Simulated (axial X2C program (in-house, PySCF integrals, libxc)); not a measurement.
# PbAl: from the state search to constants

Aim: find the lowest determinant of PbAl, scan the bond at several levels and fit the constants, once spin-free and once with spin–orbit coupling.

Method: all-electron X2C, Pb dyall-cv3z, Al dyall-v3z; program: an in-house X2C program for linear molecules on PySCF integrals.

All values are calculated.

## 1. Input

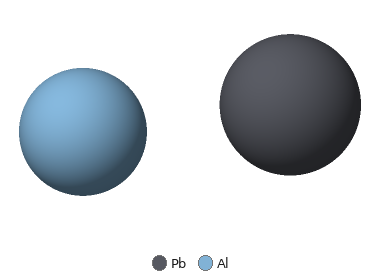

The two atoms at 2.700 Å (lead dark grey, aluminium light blue).

Contents of task.json:

```json
{"zs": [82, 13], "q": 0, "bas": ["dyall-cv3z", "dyall-v3z"], "levels": ["PBE0", "HF", "BP86"], "cc": true, "r0": 2.7, "thr": -1.0, "nmax": 90, "npts": 10, "nst": 2, "ntry": 6}
```

Keys: zs atomic numbers; q charge; bas basis sets; levels methods (HF also brings MP2); cc coupled cluster on or off; r0 starting distance in Å; thr threshold in hartree for freezing inner shells (an s shell follows its p shell); nmax most natural virtual spinors; npts points asked for on the curve; nst determinants followed; ntry starts of the search.

Run with:

```sh
$ python so2c.py task.json out
```

Spin-free means the one-electron spin-free X2C Hamiltonian; two-component (2c) means X2C with spin–orbit coupling and atomic mean-field two-electron Coulomb and Gaunt terms. Basis: Pb dyall-cv3z contracted to [12s14p10d7f1g], Al dyall-v3z contracted to [8s8p2d1f]; Gaussian nuclei, density fitting. Masses: Pb 207.977 u, Al 26.982 u.

Notation: σ, π±, δ± give the projection m of an orbital's angular momentum (0, ±1, ±2), α and β its spin, Λ and M_S the sums; ω is the projection of a spinor's total angular momentum and Ω the sum. Logs are in hartree.

The results follow Hamiltonian by Hamiltonian and level by level.

## 2. State search with PBE0

Determinants are compared with PBE0 at 2.700 Å.

Spin-free determinants:

```tsv
ΔE (eV)	state	open shells
0.00	M_S = 3/2, Λ = 0	beyond closed shells: σα, π+α, π-α
0.31	M_S = 1/2, Λ = 0	beyond closed shells: σβ, π+α, π-α
0.69	M_S = 1/2, Λ = 0	beyond closed shells: σα, π+β, π-α
0.69	M_S = 1/2, Λ = 2	beyond closed shells: σα, π+α, π+β
0.95	M_S = 1/2, Λ = 1	beyond closed shells: π+α
1.15	M_S = 1/2, Λ = 1	beyond closed shells: π+α, π+β, π-α
2.12	M_S = 3/2, Λ = 2	beyond closed shells: σα, 2 × π+α
```

Two-component determinants:

```
ΔE (eV)    state                                  open shells
   0.00  Ω = 3/2                excess of +ω over −ω: ω = 3/2
   0.13  Ω = 1/2                excess of +ω over −ω: ω = 1/2
   0.61  Ω = 1/2  excess of +ω over −ω: 2 × ω = -1/2, ω = 3/2
   0.94  Ω = 5/2   excess of +ω over −ω: 2 × ω = 1/2, ω = 3/2
   1.23  Ω = 1/2                excess of +ω over −ω: ω = 1/2
   2.41  Ω = 5/2  excess of +ω over −ω: ω = -1/2, 2 × ω = 3/2
   2.65  Ω = 7/2   excess of +ω over −ω: ω = 1/2, 2 × ω = 3/2
```

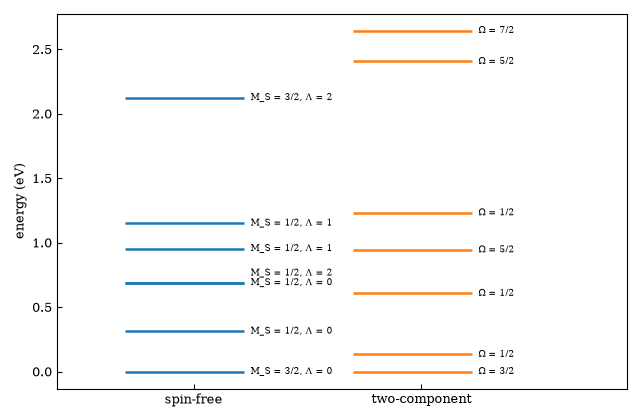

The determinants found, each set from its own lowest.

## 3. PBE0, spin-free

State followed: M_S = 3/2, Λ = 0 (beyond closed shells: σα, π+α, π-α). The scan is laid around 2.702 Å, a first estimate of the minimum, and this SCF restarts from the orbitals of the search.

The SCF at the reference distance of 2.702 Å:

```text
spin-free X2C-1e  PBE0
basis functions 211  fitting functions 1167  grid points 5083
iter        total energy     max residual
   1     -21128.751888058     4.37e-01
   2     -21128.753381357     4.69e-04
   3     -21128.753382161     3.45e-05
   4     -21128.753382095     6.35e-05
   5     -21128.753382212     7.58e-06
   6     -21128.753382214     1.24e-06
converged
one-electron -29328.27693165  Coulomb 8404.23794705  exact exchange -101.80462678  xc functional -311.68212718  nuclear repulsion 208.77235634
```

Along the bond, energies from the lowest point:

| R (Å) | E (eV) | μ (D) | HOMO (eV) | LUMO (eV) | iterations |
| --- | --- | --- | --- | --- | --- |
| 2.351 | 0.5177 | 0.02 | -5.21 | -2.83 | 12 |
| 2.459 | 0.2176 | 0.11 | -5.26 | -2.72 | 12 |
| 2.540 | 0.0884 | 0.19 | -5.30 | -2.64 | 11 |
| 2.621 | 0.0208 | 0.28 | -5.28 | -2.57 | 11 |
| 2.702 | 0.0000 | 0.40 | -5.18 | -2.55 | 6 |
| 2.797 | 0.0195 | 0.55 | -5.08 | -2.57 | 11 |
| 2.891 | 0.0734 | 0.72 | -4.99 | -2.57 | 11 |
| 3.013 | 0.1766 | 0.96 | -4.88 | -2.57 | 11 |
| 3.161 | 0.3338 | 1.28 | -4.76 | -2.56 | 11 |
| 3.377 | 0.5891 | 1.77 | -4.60 | -2.52 | 12 |

Dipoles are positive if Al is the positive end.

Outer orbitals at the reference distance:

| symmetry | occupied | ε (eV) | atomic character |
| --- | --- | --- | --- |
| σα | yes | -23.10 | 99% Pb d |
| π+α | yes | -23.04 | 100% Pb d |
| π-α | yes | -23.04 | 100% Pb d |
| δ-α | yes | -23.04 | 100% Pb d |
| δ+α | yes | -23.04 | 100% Pb d |
| σβ | yes | -22.89 | 99% Pb d |
| δ-β | yes | -22.84 | 100% Pb d |
| δ+β | yes | -22.84 | 100% Pb d |
| π-β | yes | -22.83 | 100% Pb d |
| π+β | yes | -22.83 | 100% Pb d |
| σα | yes | -14.15 | 74% Pb s, 11% Al s, 10% Al p |
| σβ | yes | -12.49 | 76% Pb s, 11% Al s, 8% Al p |
| σα | yes | -9.20 | 61% Al s, 24% Pb p, 8% Pb s |
| σβ | yes | -7.92 | 64% Al s, 20% Pb p, 8% Pb s |
| σα | yes | -5.34 | 46% Al p, 40% Pb p, 10% Al s |
| π-α | yes | -5.18 | 67% Pb p, 28% Al p, 4% Al d |
| π+α | yes | -5.18 | 67% Pb p, 28% Al p, 4% Al d |
| σβ | no | -2.55 | 44% Al p, 43% Pb p, 9% Al s |
| π-β | no | -2.51 | 54% Pb p, 42% Al p |
| π+β | no | -2.51 | 54% Pb p, 42% Al p |
| π-α | no | -1.72 | 64% Al p, 24% Pb p, 6% Pb d |

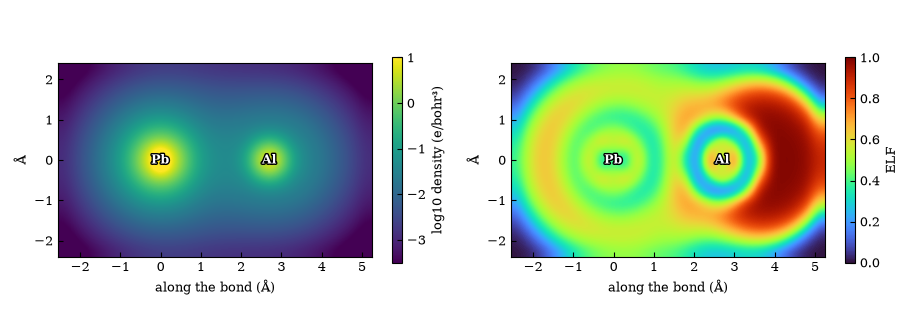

PBE0 fields in a plane through the axis, from a grid of 0.3 Å; Pb lies at z = 0 and Al at z = 2.702 Å; the ELF is damped to zero where the density is low.

Re = 2.706 Å, ωe = 245.0 cm⁻¹, ωexe = 0.862 cm⁻¹, Be = 0.09643 cm⁻¹, De = 2.13 eV, μ = 0.40 D.

## 4. HF, spin-free

Output at 2.702 Å:

```text
spin-free X2C-1e  HF
basis functions 211  fitting functions 1167  grid points 5083
iter        total energy     max residual
   1     -21122.485135371     6.27e-01
   2     -21122.522522632     1.15e-02
   3     -21122.524056723     7.66e-03
   4     -21122.524529659     1.75e-03
   5     -21122.524778756     1.27e-03
   6     -21122.524933757     7.41e-04
   7     -21122.524991801     4.55e-04
   8     -21122.525009026     1.92e-04
   9     -21122.525013729     7.95e-05
  10     -21122.525014233     4.97e-05
  11     -21122.525014332     2.95e-05
  12     -21122.525014397     9.13e-06
  13     -21122.525014405     1.23e-06
  14     -21122.525014405     2.14e-07
converged
one-electron -29329.36570625  Coulomb 8405.46237888  exact exchange -407.39404337  xc functional 0.00000000  nuclear repulsion 208.77235634
```

Re = 2.783 Å, ωe = 220.0 cm⁻¹, ωexe = 0.915 cm⁻¹, Be = 0.09116 cm⁻¹, De = 1.26 eV, μ = 1.52 D.

## 5. BP86, spin-free

Output at 2.702 Å:

```text
spin-free X2C-1e  BP86
basis functions 211  fitting functions 1167  grid points 5083
iter        total energy     max residual
   1     -21131.559613787     2.26e-01
   2     -21131.564898504     7.20e-03
   3     -21131.561753058     1.19e-02
   4     -21131.564705570     5.14e-03
   5     -21131.565147328     3.30e-03
   6     -21131.565465082     8.66e-05
   7     -21131.565465122     9.19e-05
   8     -21131.565465416     6.44e-06
   9     -21131.565465417     1.83e-06
converged
one-electron -29327.33481008  Coulomb 8403.26990427  exact exchange 0.00000000  xc functional -416.27291595  nuclear repulsion 208.77235634
```

Re = 2.737 Å, ωe = 230.9 cm⁻¹, ωexe = 0.886 cm⁻¹, Be = 0.09425 cm⁻¹, De = 2.21 eV, μ = 0.33 D.

## 6. Correlated methods, spin-free

Correlated methods: 7 electrons correlated (frozen shells, counted by type: Pb 5 s, 4 p, 3 d, 1 f; Al 2 s, 1 p), 235 virtual spinors in MP2, 90 natural virtuals in coupled cluster.

Output of the correlated part at 2.702 Å:

```text
correlated 7  virtual 235  natural virtual 90  E(MP2) -0.097577434  MP2 remainder -0.002414511
iter   CCSD correlation   residual
   1     -0.110021260   1.28e-01
   2     -0.116466384   5.63e-02
   3     -0.117195640   2.09e-02
   4     -0.117526370   1.08e-02
   5     -0.117589058   5.11e-03
   6     -0.117601086   1.85e-03
   7     -0.117613204   7.02e-04
   8     -0.117610288   2.90e-04
   9     -0.117609690   1.20e-04
  10     -0.117609926   4.33e-05
  11     -0.117610318   1.68e-05
  12     -0.117610433   6.50e-06
  13     -0.117610487   2.83e-06
  14     -0.117610498   1.19e-06
(T) -0.006244103  T1 0.0479  D1 0.0768  max T2 0.073
```

T1 in the output is the amplitude norm over the root of the electron number; divide by √2 for the Lee–Taylor value.

MP2: Re = 2.715 Å, ωe = 249.8 cm⁻¹, Be = 0.09573 cm⁻¹, De = 1.87 eV.

CCSD: Re = 2.736 Å, ωe = 242.3 cm⁻¹, ωexe = 0.871 cm⁻¹, Be = 0.09428 cm⁻¹, De = 1.80 eV. T1 at Re = 0.035 (Lee–Taylor, the printed value over √2).

CCSD(T): Re = 2.733 Å, ωe = 244.6 cm⁻¹, ωexe = 0.858 cm⁻¹, Be = 0.09453 cm⁻¹, De = 1.91 eV. T1 at Re = 0.035 (Lee–Taylor, the printed value over √2).

## 7. A higher determinant, spin-free

State: M_S = 1/2, Λ = 0 (beyond closed shells: σβ, π+α, π-α).

Output at the reference distance:

```text
spin-free X2C-1e  PBE0
basis functions 211  fitting functions 1167  grid points 5083
iter        total energy     max residual
   1     -21128.740405098     4.34e-01
   2     -21128.741888139     4.66e-04
   3     -21128.741888924     3.09e-05
   4     -21128.741888880     5.07e-05
   5     -21128.741888975     6.23e-06
   6     -21128.741888977     1.22e-06
converged
one-electron -29328.10555752  Coulomb 8404.06569762  exact exchange -101.80084630  xc functional -311.67353912  nuclear repulsion 208.77235634
```

| R (Å) | E above the lowest PBE0 point (eV) |
| --- | --- |
| 2.351 | 0.794 |
| 2.459 | 0.504 |
| 2.540 | 0.383 |
| 2.621 | 0.325 |
| 2.702 | 0.313 |
| 2.797 | 0.342 |
| 2.891 | 0.405 |
| 3.013 | 0.517 |
| 3.161 | 0.680 |

Re = 2.686 Å, ωe = 252.8 cm⁻¹, ωexe = 1 cm⁻¹, Be = 0.09787 cm⁻¹, μ = 0.43 D. ⟨S²⟩ = 1.77 against 0.75 for a pure state, so this determinant mixes spins. Te = 0.31 eV.

## 8. The spin-free curves together

Energy (eV) of the followed determinant, spin-free, from each level's lowest point:

| R (Å) | PBE0 | HF | MP2 | CCSD | CCSD(T) | BP86 |
| --- | --- | --- | --- | --- | --- | --- |
| 2.351 | 0.518 | 0.681 | 0.570 | n/a | n/a | 0.567 |
| 2.459 | 0.218 | 0.332 | 0.245 | 0.274 | 0.271 | 0.253 |
| 2.540 | 0.088 | 0.168 | 0.103 | 0.122 | 0.120 | 0.113 |
| 2.621 | 0.021 | 0.067 | 0.027 | 0.036 | 0.035 | 0.033 |
| 2.702 | 0.000 | 0.015 | 0.000 | 0.000 | 0.000 | 0.000 |
| 2.797 | 0.020 | 0.000 | 0.016 | 0.006 | 0.007 | 0.005 |
| 2.891 | 0.073 | 0.022 | 0.069 | 0.049 | 0.053 | 0.044 |
| 3.013 | 0.177 | 0.086 | 0.175 | 0.142 | 0.149 | 0.128 |
| 3.161 | 0.334 | 0.199 | 0.340 | n/a | n/a | 0.261 |
| 3.377 | 0.589 | 0.389 | 0.611 | n/a | n/a | 0.481 |

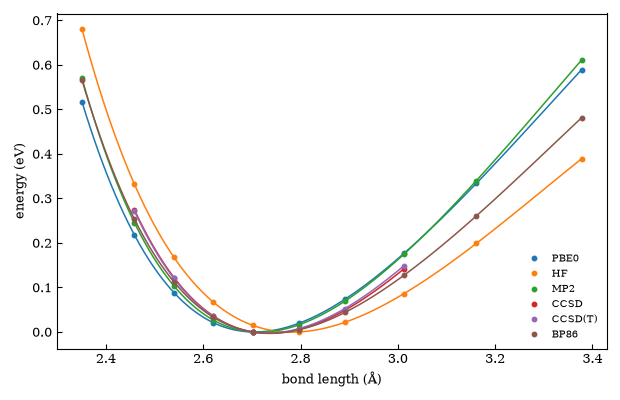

Curves of the followed state, spin-free, each from its own lowest point.

## 9. PBE0, 2c

State followed: Ω = 3/2 (excess of +ω over −ω: ω = 3/2). The scan is laid around 2.702 Å, a first estimate of the minimum, and this SCF restarts from the orbitals of the search.

The SCF at the reference distance of 2.702 Å:

```text
two-component X2C + atomic mean field  PBE0
basis functions 211  fitting functions 1167  grid points 5083
iter        total energy     max residual
   1     -21134.782786630     4.26e-01
   2     -21134.784293584     4.57e-04
   3     -21134.784294351     4.34e-05
   4     -21134.784294229     7.38e-05
   5     -21134.784294446     8.45e-06
   6     -21134.784294449     2.00e-06
   7     -21134.784294449     1.05e-06
converged
one-electron -29312.25806855  Coulomb 8402.46685859  exact exchange -101.79570294  xc functional -311.74822463  nuclear repulsion 208.77235634  atomic mean-field constant -20.22151326
```

Along the bond, energies from the lowest point:

| R (Å) | E (eV) | μ (D) | HOMO (eV) | LUMO (eV) | iterations |
| --- | --- | --- | --- | --- | --- |
| 2.351 | 0.4199 | 0.14 | -5.10 | -2.93 | 14 |
| 2.459 | 0.1729 | 0.16 | -4.99 | -2.87 | 13 |
| 2.540 | 0.0673 | 0.20 | -4.91 | -2.82 | 13 |
| 2.621 | 0.0136 | 0.26 | -4.82 | -2.77 | 12 |
| 2.702 | 0.0000 | 0.33 | -4.74 | -2.72 | 7 |
| 2.797 | 0.0219 | 0.43 | -4.64 | -2.67 | 13 |
| 2.891 | 0.0736 | 0.54 | -4.54 | -2.62 | 13 |
| 3.013 | 0.1696 | 0.68 | -4.43 | -2.60 | 13 |
| 3.161 | 0.3137 | 0.83 | -4.31 | -2.58 | 11 |
| 3.377 | 0.5438 | 0.99 | -4.15 | -2.53 | 14 |

Dipoles are positive if Al is the positive end.

Outer spinors at the reference distance:

```tsv
ω	occupied	ε (eV)	atomic character	λ mixture
-3/2	yes	-24.29	100% Pb d	82% δ, 18% π
-1/2	yes	-24.28	100% Pb d	62% π, 38% σ
1/2	yes	-24.25	100% Pb d	56% π, 44% σ
3/2	yes	-24.20	100% Pb d	78% δ, 22% π
5/2	yes	-21.75	100% Pb d	100% δ
1/2	yes	-21.71	99% Pb d	56% σ, 44% π
3/2	yes	-21.71	100% Pb d	78% π, 22% δ
-1/2	yes	-21.69	99% Pb d	62% σ, 38% π
-3/2	yes	-21.61	100% Pb d	82% π, 18% δ
-5/2	yes	-21.59	100% Pb d	100% δ
1/2	yes	-13.85	74% Pb s, 12% Al s, 9% Al p	100% σ
-1/2	yes	-12.53	75% Pb s, 11% Al s, 8% Al p	100% σ
1/2	yes	-9.10	60% Al s, 24% Pb p, 9% Pb s	99% σ, 1% π
-1/2	yes	-8.02	62% Al s, 22% Pb p, 8% Pb s	99% σ, 1% π
-1/2	yes	-5.59	71% Pb p, 20% Al p, 4% Al d	88% π, 12% σ
1/2	yes	-5.40	48% Pb p, 38% Al p, 10% Al s	84% σ, 16% π
3/2	yes	-4.74	53% Pb p, 42% Al p, 3% Al d	100% π
1/2	no	-2.72	58% Pb p, 38% Al p, 2% Al d	84% π, 16% σ
-1/2	no	-2.64	51% Al p, 38% Pb p, 7% Al s	82% σ, 18% π
-3/2	no	-2.35	50% Al p, 47% Pb p	100% π
-1/2	no	-1.70	65% Al p, 23% Pb p, 6% Pb d	92% π, 8% σ
```

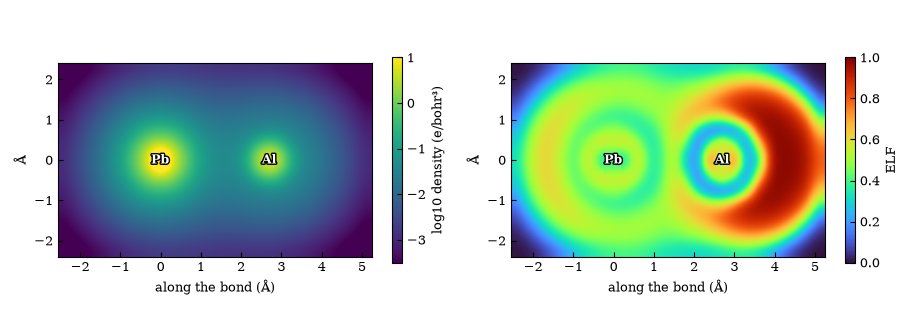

PBE0 fields in a plane through the axis, from a grid of 0.3 Å; Pb lies at z = 0 and Al at z = 2.702 Å; the ELF is damped to zero where the density is low.

Re = 2.694 Å, ωe = 232.1 cm⁻¹, ωexe = 0.843 cm⁻¹, Be = 0.09724 cm⁻¹, De = 1.30 eV, μ = 0.33 D.

## 10. HF, 2c

Output at 2.702 Å:

```text
two-component X2C + atomic mean field  HF
basis functions 211  fitting functions 1167  grid points 5083
iter        total energy     max residual
   1     -21128.423178631     7.80e-01
   2     -21128.460663318     1.12e-02
   3     -21128.462349655     7.43e-03
   4     -21128.462941515     2.25e-03
   5     -21128.463417221     1.90e-03
   6     -21128.463917564     1.43e-03
   7     -21128.464329213     8.36e-04
   8     -21128.464480798     5.11e-04
   9     -21128.464556301     3.22e-04
  10     -21128.464587062     2.68e-04
  11     -21128.464605386     2.23e-04
  12     -21128.464620778     1.63e-04
  13     -21128.464626437     1.10e-04
  14     -21128.464628636     6.19e-05
  15     -21128.464629318     3.50e-05
  16     -21128.464629568     1.63e-05
  17     -21128.464629637     8.03e-06
  18     -21128.464629653     3.54e-06
  19     -21128.464629655     1.67e-06
  20     -21128.464629656     8.67e-07
converged
one-electron -29313.02688021  Coulomb 8403.37516166  exact exchange -407.36375419  xc functional 0.00000000  nuclear repulsion 208.77235634  atomic mean-field constant -20.22151326
```

Re = 2.772 Å, ωe = 219.8 cm⁻¹, ωexe = 0.756 cm⁻¹, Be = 0.09186 cm⁻¹, De = 0.626 eV, μ = 1.14 D.

## 11. BP86, 2c

Output at 2.702 Å:

```text
two-component X2C + atomic mean field  BP86
basis functions 211  fitting functions 1167  grid points 5083
iter        total energy     max residual
   1     -21137.628620877     2.82e-01
   2     -21137.634299678     7.10e-03
   3     -21137.633402273     1.03e-02
   4     -21137.634166022     3.24e-03
   5     -21137.633920180     4.01e-03
   6     -21137.634626990     1.26e-04
   7     -21137.634627789     1.12e-04
   8     -21137.634628410     2.32e-05
   9     -21137.634628471     8.29e-06
  10     -21137.634628475     8.73e-07
  11     -21137.634628475     1.22e-07
converged
one-electron -29311.45063192  Coulomb 8401.63224482  exact exchange 0.00000000  xc functional -416.36708445  nuclear repulsion 208.77235634  atomic mean-field constant -20.22151326
```

Re = 2.718 Å, ωe = 217.3 cm⁻¹, ωexe = 0.839 cm⁻¹, Be = 0.09551 cm⁻¹, De = 1.36 eV, μ = 0.36 D.

## 12. Correlated methods, 2c

Correlated methods: 7 electrons correlated (frozen shells, counted by type: Pb 5 s, 4 p, 3 d, 1 f; Al 2 s, 1 p), 235 virtual spinors in MP2, 90 natural virtuals in coupled cluster.

Output of the correlated part at 2.702 Å:

```text
correlated 7  virtual 235  natural virtual 90  E(MP2) -0.097681447  MP2 remainder -0.002536557
iter   CCSD correlation   residual
   1     -0.110300185   1.29e-01
   2     -0.116884533   5.81e-02
   3     -0.117752836   2.50e-02
   4     -0.118269737   1.60e-02
   5     -0.118547064   1.07e-02
   6     -0.118705879   6.20e-03
   7     -0.118805825   3.20e-03
   8     -0.118805476   1.48e-03
   9     -0.118810436   6.48e-04
  10     -0.118812241   2.98e-04
  11     -0.118815370   1.36e-04
  12     -0.118815825   7.05e-05
  13     -0.118816282   4.01e-05
  14     -0.118816222   2.33e-05
  15     -0.118816298   1.46e-05
  16     -0.118816395   9.34e-06
  17     -0.118816468   5.71e-06
  18     -0.118816530   3.71e-06
  19     -0.118816567   2.20e-06
  20     -0.118816596   1.24e-06
  21     -0.118816608   7.20e-07
(T) -0.006230449  T1 0.0652  D1 0.1275  max T2 0.068
```

MP2: Re = 2.714 Å, ωe = 239.5 cm⁻¹, Be = 0.0958 cm⁻¹, De = 1.04 eV.

CCSD: Re = 2.732 Å, ωe = 232.0 cm⁻¹, Be = 0.09457 cm⁻¹, De = 0.877 eV. T1 at Re = 0.046 (Lee–Taylor, the printed value over √2).

CCSD(T): Re = 2.728 Å, ωe = 232.3 cm⁻¹, Be = 0.09482 cm⁻¹, De = 0.987 eV. T1 at Re = 0.046 (Lee–Taylor, the printed value over √2).

## 13. A higher determinant, 2c

State: Ω = 1/2 (excess of +ω over −ω: ω = 1/2).

Output at the reference distance:

```text
two-component X2C + atomic mean field  PBE0
basis functions 211  fitting functions 1167  grid points 5083
iter        total energy     max residual
   1     -21134.777921313     4.39e-01
   2     -21134.779436322     4.58e-04
   3     -21134.779437151     4.30e-05
   4     -21134.779437100     5.33e-05
   5     -21134.779437245     8.55e-06
   6     -21134.779437252     3.59e-06
   7     -21134.779437256     2.23e-06
   8     -21134.779437258     1.10e-06
converged
one-electron -29312.83481661  Coulomb 8403.04517666  exact exchange -101.79458257  xc functional -311.74605782  nuclear repulsion 208.77235634  atomic mean-field constant -20.22151326
```

| R (Å) | E above the lowest PBE0 point (eV) |
| --- | --- |
| 2.351 | 0.734 |
| 2.459 | 0.416 |
| 2.540 | 0.268 |
| 2.621 | 0.178 |
| 2.702 | 0.132 |
| 2.797 | 0.119 |
| 2.891 | 0.139 |
| 3.013 | 0.197 |
| 3.161 | 0.298 |

Re = 2.782 Å, ωe = 207.3 cm⁻¹, ωexe = 0.841 cm⁻¹, Be = 0.09123 cm⁻¹, μ = 0.44 D. Te = 0.12 eV.

## 14. The 2c curves together

Energy (eV) of the followed determinant, 2c, from each level's lowest point:

| R (Å) | PBE0 | HF | MP2 | CCSD | CCSD(T) | BP86 |
| --- | --- | --- | --- | --- | --- | --- |
| 2.351 | 0.420 | 0.624 | 0.506 | n/a | n/a | 0.434 |
| 2.459 | 0.173 | 0.300 | 0.219 | 0.238 | 0.232 | 0.189 |
| 2.540 | 0.067 | 0.149 | 0.093 | 0.106 | 0.102 | 0.081 |
| 2.621 | 0.014 | 0.056 | 0.024 | 0.031 | 0.029 | 0.021 |
| 2.702 | 0.000 | 0.010 | 0.000 | 0.000 | 0.000 | 0.000 |
| 2.797 | 0.022 | 0.000 | 0.015 | 0.007 | 0.009 | 0.011 |
| 2.891 | 0.074 | 0.025 | 0.065 | 0.049 | 0.051 | 0.050 |
| 3.013 | 0.170 | 0.094 | 0.166 | 0.137 | 0.141 | 0.130 |
| 3.161 | 0.314 | 0.212 | 0.329 | n/a | n/a | 0.252 |
| 3.377 | 0.544 | 0.411 | 0.618 | n/a | n/a | 0.452 |

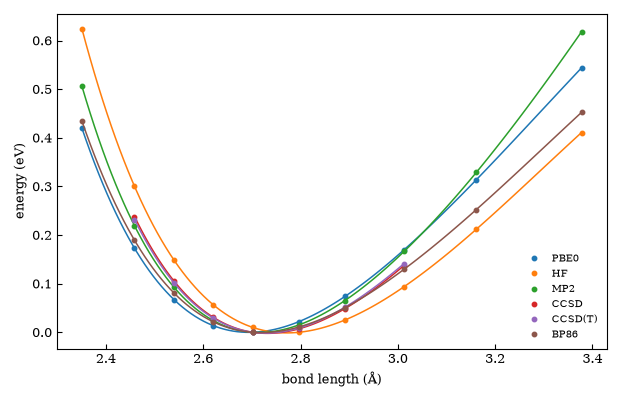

Curves of the followed state, 2c, each from its own lowest point.

Time for the job: 2.3 min (1 thread of Arm Neoverse V1, shared host).

## 15. Constants

Lowest determinant that the search found at its distance, spin-free: M_S = 3/2, Λ = 0 (beyond closed shells: σα, π+α, π-α).

Lowest determinant that the search found at its distance, 2c: Ω = 3/2 (excess of +ω over −ω: ω = 3/2).

```csv
Hamiltonian,level,Re (Å),ωe (cm⁻¹),De (eV),μ (D)
spin-free,PBE0,2.706,245.0,2.13,0.40
spin-free,HF,2.783,220.0,1.26,1.52
spin-free,MP2,2.715,249.8,1.87,n/a
spin-free,CCSD,2.736,242.3,1.80,n/a
spin-free,CCSD(T),2.733,244.6,1.91,n/a
spin-free,BP86,2.737,230.9,2.21,0.33
2c,PBE0,2.694,232.1,1.30,0.33
2c,HF,2.772,219.8,0.626,1.14
2c,MP2,2.714,239.5,1.04,n/a
2c,CCSD,2.732,232.0,0.877,n/a
2c,CCSD(T),2.728,232.3,0.987,n/a
2c,BP86,2.718,217.3,1.36,0.36
```

Dipoles are positive if Al is the positive end.

Time per point (s) on 1 thread of Arm Neoverse V1, shared host (2c runs; CCSD comes with the CCSD(T) run); the times are rough: PBE0 1.2, HF 1.4, MP2 1.5, CCSD(T) 4.5, BP86 0.38.

What this shows: At CCSD(T), going from spin-free to two-component changes Re by -4 mÅ, ωe by -5.0 %; at least one of these shifts is too large to ignore. It costs about 1.8 times the time. De moves by -0.92 eV; both De rest on single-determinant atoms, which can miss part of an open shell's spin–orbit lowering.

De refers to Pb + Al, each in the lowest determinant found, which need not be this curve's own limit. The state is a single determinant with fixed occupations, the lowest that a limited PBE0 search found. Dissociation energies refer to the lowest single-determinant-based atoms at the same level and basis. Density functionals use the spin component along the axis (collinear). Coupled cluster ran in a truncated set of natural virtual spinors; the MP2 energy of the rest was added. With several unpaired electrons one determinant need not be a pure state. With the outer-core shells frozen, correlated bond lengths of heavy atoms tend to come out a few hundredths of an ångström too long. T1 at Re is 0.046 (Lee–Taylor), above the customary mark of 0.02.
